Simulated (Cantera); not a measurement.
Charge: 1 mol TiO2, 3.5 mol CO, held at 3200 Pa.

Method: chemical equilibrium by Gibbs-energy minimisation in Cantera with the NASA 1993 tables (ideal gas, pure condensed phases). Candidate condensed phases: C, Ti, TiC, TiO, TiO2, Ti2O3, Ti3O5, Ti4O7; 15 gas species. Mutual solubility and eutectic melting of coexisting phases are not modelled. Condensed phases not in the tables: Magnéli phases beyond Ti4O7. Rates play no part.

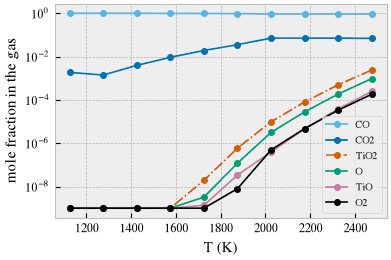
Figure: Equilibrium gas composition (values under 1e-9 drawn at 1e-9)

At 1125 K the condensed part is C(graphite) + TiO2(rutile). From 1275 K to 1875 K the condensed part is TiO2(rutile) + Ti4O7(s). From 2025 K to 2475 K the condensed part is Ti4O7(l).
